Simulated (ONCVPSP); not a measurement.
## Pseudopotential generation, with input and output: V

System: vanadium (V, Z = 23), core [Ne], reference valence 3s2 3p6 3d2 (an ion of charge +3), valence charge 13.
Method: ONCV potential, PW91, scalar-relativistic, made with ONCVPSP 4.0.1.

**Results in brief**

- outcome: generated
- cutoffs needed: 38 Ha and 76 Ha (the cutoffs at which the residual kinetic energy of the hardest occupied pseudo-wave falls to 1 and 0.1 mHa per electron)
- ghost test: no bound ghost flagged; no localised positive-energy state flagged
- largest excitation error: +48 meV (all-electron minus pseudo) for 3s2 3p6 3d3, out of 4 test configurations
- range over which the phases arctan(r R′/R) at the test radius agree within 0.05 rad (a looser test near the poles than one of phase shifts): s: over the whole range computed; p: over the whole range computed; d: over the whole range computed; f: not judged, local potential alone
- hardware: 1 CPU thread, shared host
- wall time: 9 s

**Remarks**

Warnings of the program, in the generation or the tests: wellstate: negative energy specified for n= 4 l= 0; wellstate: negative energy specified for n= 4 l= 1; wellstate: negative energy specified for n= 4 l= 2.

**Input**
```
# ATOM AND REFERENCE CONFIGURATION
# atsym  z   nc   nv     iexc    psfile
  V 23.00    3    3  -109134      upf
#
#   n    l    f
    1    0    2.00
    2    0    2.00
    2    1    6.00
    3    0    2.00
    3    1    6.00
    3    2    2.00
#
# PSEUDOPOTENTIAL AND OPTIMIZATION
# lmax
    2
#
#   l,   rc,      ep,       ncon, nbas, qcut
    0    1.20    0.00    4    8    7.90
    1    1.10    0.00    4    9    8.50
    2    1.60    0.00    3    7   10.40
#
# LOCAL POTENTIAL
# lloc, lpopt,  rc(5),   dvloc0
    4    5    0.90    6.00
#
# VANDERBILT-KLEINMAN-BYLANDER PROJECTORs
# l, nproj, debl
    0    2    3.70
    1    3    2.60
    2    2    0.70
#
# MODEL CORE CHARGE
# icmod, fcfact, rcfact
    0    0.00    0.00
#
# LOG DERIVATIVE ANALYSIS
# epsh1, epsh2, depsh
   -5.00    5.00    0.04
#
# OUTPUT GRID
# rlmax, drl
    6.00    0.01
#
# TEST CONFIGURATIONS
# ncnf
    4
# nvcnf
#   n    l    f
    4
    3    0    2.00
    3    1    6.00
    3    2    3.00
    4    0    2.00
#
    4
    3    0    2.00
    3    1    6.00
    3    2    3.00
    4    0    1.00
#
    3
    3    0    2.00
    3    1    6.00
    3    2    3.00
#
    4
    3    0    2.00
    3    1    6.00
    3    2    3.00
    4    0    1.50
#
```

Launched with:
```bash
oncvpsp.x < V.dat > V.out
```

**The program's output (extracts)**
```
ONCVPSP  (Optimized Norm-Conservinng Vanderbilt PSeudopotential)
scalar-relativistic version 4.0.1

#   n    l    f        energy (Ha)
    1    0    2.00    -1.9847473E+02
    2    0    2.00    -2.3439531E+01
    2    1    6.00    -1.9788175E+01
    3    0    2.00    -3.8164386E+00
    3    1    6.00    -2.8439311E+00
    3    2    2.00    -1.3622484E+00

Reference configufation results
  iterations    23
  all-electron total energy (Ha)   -9.47407031D+02

Begin loop to  construct optimized pseudo wave functions
and semi-local pseudopoentials for all angular momenta

WARNING wellstate: negative energy specified for n= 4 l=  0
WARNING scattering state with energy  0.25000000
WARNING will be used for the first projector

   Wellstate for l =  0  n =  6
     eigenvalue =   0.2500
     asymptotic potential =   0.7500
     half-point radius =  5.2876

Calculating optimized projector #   1

 for l=   0

    Fraction of norm inside rc  0.799769
    Optimizing pswf for qcut=   7.89 a_B^-1,  ecut=  31.11 Ha
    Residual kinetic energy error=  3.92D-04 Ha

    Energy error per electron        Cutoff
         Ha          eV             Ha
         0.01000     0.27211       21.74
         0.00100     0.02721       28.16
         0.00010     0.00272       75.74
         0.00001     0.00027      125.06

Calculating optimized projector #   2

 for l=   0

    Fraction of norm inside rc  0.018460
    Optimizing pswf for qcut=   7.89 a_B^-1,  ecut=  31.11 Ha
    Residual kinetic energy error=  1.02D-04 Ha

    Energy error per electron        Cutoff
         Ha          eV             Ha
         0.01000     0.27211       13.86
         0.00100     0.02721       24.23
         0.00010     0.00272       31.23
         0.00001     0.00027       77.35

WARNING wellstate: negative energy specified for n= 4 l=  1
WARNING scattering state with energy  0.25000000
WARNING will be used for the first projector

   Wellstate for l =  1  n =  5
     eigenvalue =   0.2500
     asymptotic potential =   0.7500
     half-point radius =  2.8168

   Wellstate for l =  1  n =  6
     eigenvalue =   2.8500
     asymptotic potential =   3.3500
     half-point radius =  2.6125

Calculating optimized projector #   1

 for l=   1

    Fraction of norm inside rc  0.656147
    Optimizing pswf for qcut=   8.51 a_B^-1,  ecut=  36.25 Ha
    Residual kinetic energy error=  1.06D-04 Ha

    Energy error per electron        Cutoff
         Ha          eV             Ha
         0.01000     0.27211       17.11
         0.00100     0.02721       21.73
         0.00010     0.00272       37.19
         0.00001     0.00027      206.33

Calculating optimized projector #   2

 for l=   1

    Fraction of norm inside rc  0.028577
    Optimizing pswf for qcut=   8.51 a_B^-1,  ecut=  36.25 Ha
    Residual kinetic energy error=  2.10D-05 Ha

    Energy error per electron        Cutoff
         Ha          eV             Ha
         0.01000     0.27211       13.46
         0.00100     0.02721       18.90
         0.00010     0.00272       23.61
         0.00001     0.00027       43.26

Calculating optimized projector #   3

 for l=   1

    Fraction of norm inside rc  0.020246
    Optimizing pswf for qcut=   8.51 a_B^-1,  ecut=  36.25 Ha
    Residual kinetic energy error=  4.75D-05 Ha

    Energy error per electron        Cutoff
         Ha          eV             Ha
         0.01000     0.27211       15.23
         0.00100     0.02721       20.62
         0.00010     0.00272       26.41
         0.00001     0.00027       70.28

WARNING wellstate: negative energy specified for n= 4 l=  2
WARNING scattering state with energy  0.25000000
WARNING will be used for the first projector

   Wellstate for l =  2  n =  5
     eigenvalue =   0.2500
     asymptotic potential =   0.7500
     half-point radius =  4.3414

Calculating optimized projector #   1

 for l=   2

    Fraction of norm inside rc  0.799742
    Optimizing pswf for qcut=  10.40 a_B^-1,  ecut=  54.12 Ha
    Residual kinetic energy error=  2.65D-07 Ha

    Energy error per electron        Cutoff
         Ha          eV             Ha
         0.01000     0.27211       31.62
         0.00100     0.02721       38.28
         0.00010     0.00272       43.70
         0.00001     0.00027       47.97

Calculating optimized projector #   2

 for l=   2

    Fraction of norm inside rc  0.052171
    Optimizing pswf for qcut=  10.40 a_B^-1,  ecut=  54.12 Ha
    Residual kinetic energy error=  2.85D-07 Ha

    Energy error per electron        Cutoff
         Ha          eV             Ha
         0.01000     0.27211       27.99
         0.00100     0.02721       36.35
         0.00010     0.00272       42.75
         0.00001     0.00027       47.79

Construct Vanderbilt / Kleinmman-Bylander projectors

B matrix Hermiticity error, ll=   0
   1   2    2.6405E-04

  Orthonormal projector coefficients  1.1845E+01  1.8950E+00

B matrix Hermiticity error, ll=   1
   1   2   -2.2877E-04
   1   3    3.8980E-04
   2   3    5.3945E-05

  Orthonormal projector coefficients  1.0759E+01  2.9620E+00  9.0424E-01

B matrix Hermiticity error, ll=   2
   1   2   -8.7566E-05

  Orthonormal projector coefficients -5.6179E+00 -1.2642E+00

Pseudoatom total energy  -69.306594

Diagnostic tests using Vanderbilt-Kleinman-Bylander pseudopotentials
  1 or more projectors used as specified by nproj input data

   l    rcore       rmatch      e in        delta e   norm test  slope test

   0   1.2054660   1.2420666  -3.8164386  -0.0000140   1.0001296   1.0001467
   0   1.2054660   1.2420666   0.2500000   0.0000492   1.0003919   1.0003919

   1   1.1020093   1.1354687  -2.8439311  -0.0000225   1.0001287   1.0001699
   1   1.1020093   1.1354687   0.2500000   0.0000239   1.0003618   1.0003618
   1   1.1020093   1.1354687   2.8500000   0.0001345   1.0004624   1.0004624

   2   1.6064161   1.6551903  -1.3622484  -0.0000084   1.0000659   1.0000732
   2   1.6064161   1.6551903   0.2500000  -0.0000018   1.0001835   1.0001835

 Testing for bound ghosts
   n   l    E NL Schr. Eq   E Basis Diag.   E Cutoff

   1   0       -3.816453       -3.816395    180.80

   2   1       -2.843954       -2.842879    411.42

   3   2       -1.362257       -1.361868    100.16

 Testing for highly-localized positive-energy ghosts
       l    <radius>/rc     E Basis Diag.   E Cutoff

Test configuration 0

   n   l     f        eae           eps        diff
   1   0  2.0000 -198.47472906
   2   0  2.0000  -23.43953104
   2   1  6.0000  -19.78817529
   3   0  2.0000   -3.81643859   -3.81645262   -1.40D-05
   3   1  6.0000   -2.84393113   -2.84395360   -2.25D-05
   3   2  2.0000   -1.36224839   -1.36225675   -8.36D-06

    Total energies and differences
      AE_ref= -9.47407031D+02  AE_tst= -9.47407031D+02  dif=  0.00D+00
      PS_ref= -6.93065940D+01  PS_tst= -6.93065940D+01  dif= -1.42D-14
      PSP excitation error=  1.42D-14

Test configuration 1

   n   l     f        eae           eps        diff
   1   0  2.0000 -197.20083141
   2   0  2.0000  -22.15222214
   2   1  6.0000  -18.50205015
   3   0  2.0000   -2.58123552   -2.58080283    4.33D-04
   3   1  6.0000   -1.62005033   -1.61969946    3.51D-04
   3   2  3.0000   -0.19220512   -0.19370617   -1.50D-03
   4   0  2.0000   -0.17445533   -0.17418680    2.69D-04

    Total energies and differences
      AE_ref= -9.47407031D+02  AE_tst= -9.49285144D+02  dif= -1.88D+00
      PS_ref= -6.93065940D+01  PS_tst= -7.11857415D+01  dif= -1.88D+00
      PSP excitation error=  1.03D-03

Test configuration 2

   n   l     f        eae           eps        diff
   1   0  2.0000 -197.48418153
   2   0  2.0000  -22.42941451
   2   1  6.0000  -18.77977484
   3   0  2.0000   -2.86121330   -2.86109665    1.17D-04
   3   1  6.0000   -1.90037872   -1.90026152    1.17D-04
   3   2  3.0000   -0.46722719   -0.46912343   -1.90D-03
   4   0  1.0000   -0.40238673   -0.40197508    4.12D-04

    Total energies and differences
      AE_ref= -9.47407031D+02  AE_tst= -9.48999016D+02  dif= -1.59D+00
      PS_ref= -6.93065940D+01  PS_tst= -7.08999276D+01  dif= -1.59D+00
      PSP excitation error=  1.35D-03

Test configuration 3

   n   l     f        eae           eps        diff
   1   0  2.0000 -197.82041710
   2   0  2.0000  -22.75702857
   2   1  6.0000  -19.10812172
   3   0  2.0000   -3.19029678   -3.19071473   -4.18D-04
   3   1  6.0000   -2.22909772   -2.22939656   -2.99D-04
   3   2  3.0000   -0.78643320   -0.78895768   -2.52D-03

    Total energies and differences
      AE_ref= -9.47407031D+02  AE_tst= -9.48472630D+02  dif= -1.07D+00
      PS_ref= -6.93065940D+01  PS_tst= -7.03739724D+01  dif= -1.07D+00
      PSP excitation error=  1.78D-03

Test configuration 4

   n   l     f        eae           eps        diff
   1   0  2.0000 -197.33543550
   2   0  2.0000  -22.28409987
   2   1  6.0000  -18.63416389
   3   0  2.0000   -2.71458971   -2.71428879    3.01D-04
   3   1  6.0000   -1.75362425   -1.75336921    2.55D-04
   3   2  3.0000   -0.32363807   -0.32531006   -1.67D-03
   4   0  1.5000   -0.28502373   -0.28468540    3.38D-04

    Total energies and differences
      AE_ref= -9.47407031D+02  AE_tst= -9.49170620D+02  dif= -1.76D+00
      PS_ref= -6.93065940D+01  PS_tst= -7.10713583D+01  dif= -1.76D+00
      PSP excitation error=  1.18D-03
```

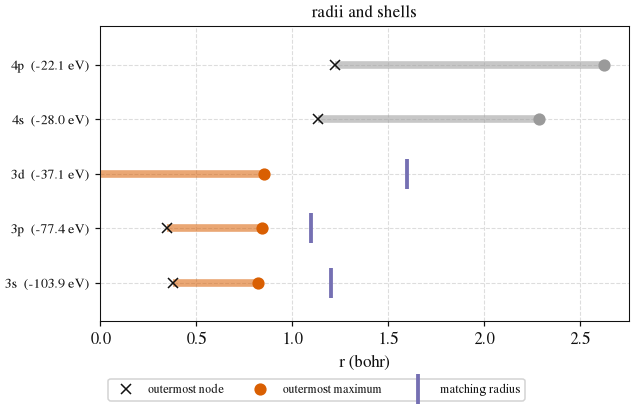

*Outer shells of the all-electron reference atom: each bar runs from the outermost node (or the nucleus) to the outermost maximum of u(r); the tick is the radius chosen for the pseudo-wave. Shells without a tick have no pseudo-wave of their own. Levels, nodes and maxima are from ld1.x, scalar-relativistic.*

- Radii against the shells: 3s: 1.20 bohr, outside the maximum; 3p: 1.10 bohr, outside the maximum; 3d: 1.60 bohr, outside the maximum.

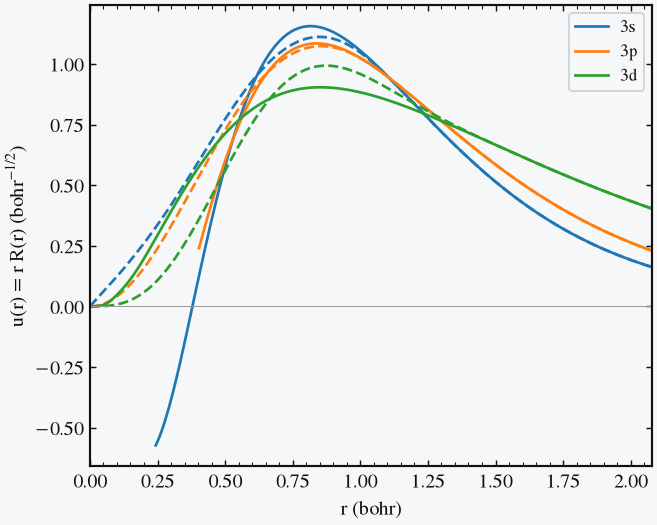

*Pseudo-waves (dashed) against the all-electron radial functions (solid). The innermost oscillations of some all-electron curves aren't drawn. Reference configuration 3s2 3p6 3d2.*

- Matching radii: 3s at 1.20 bohr; 3p at 1.10 bohr; 3d at 1.60 bohr. The curves merge smoothly, so the plot gives these only roughly.
- Nodes of the pseudo-waves: 3s has no node; 3p has no node; 3d has no node.
- Cutoffs needed: 38 Ha (loose) and 76 Ha (tight), as the cutoffs at which the residual kinetic energy of the hardest occupied pseudo-wave falls to 1 and 0.1 mHa per electron.

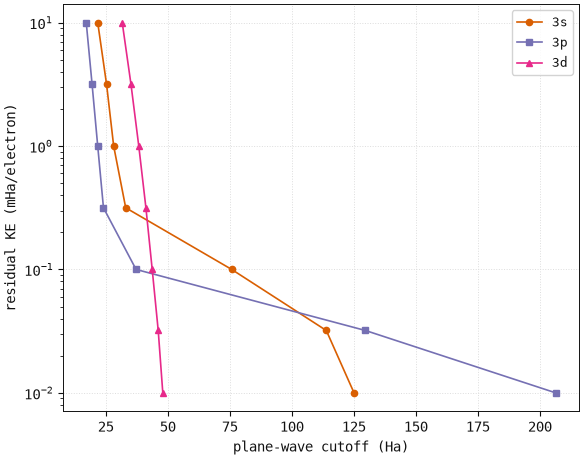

*Residual kinetic energy of the pseudo-waves (the first of each channel, and further valence shells) beyond the plane-wave cutoff, as the generator prints it.*

- Hardest wave at 1 mHa per electron: 3d, with rc = 1.60 bohr and qcut = 10.4 1/bohr. The optimisation minimises, but can't always remove, the kinetic energy above qcut²/2 = 54.1 Ha, and a larger rc would as a rule soften the wave at some cost in transferability.
- Cutoffs for the occupied states: 38 Ha for 1 mHa and 76 Ha for 0.1 mHa per electron. The first is set by 3d.
- Cutoffs for 1 mHa per electron: 3d: 38 Ha; 3s: 28 Ha; 3p: 22 Ha.

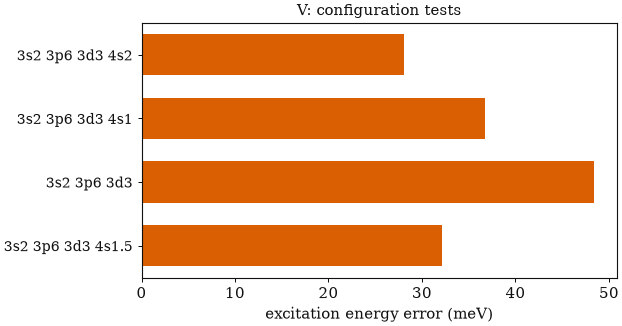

*Errors, all-electron minus pseudo, of the energies of valence configurations relative to the unpolarised reference 3s2 3p6 3d2.*

- Worst configuration: 3s2 3p6 3d3 (charge +2): the error is +48 meV on an all-electron energy of -29.00 eV relative to the reference, or 0.17 %.
- Configurations within 10 meV and within 50 meV: 0 and 4 of 4.
- Errors in meV: 3s2 3p6 3d3 4s2: +28; 3s2 3p6 3d3 4s1: +37; 3s2 3p6 3d3: +48; 3s2 3p6 3d3 4s1.5: +32.
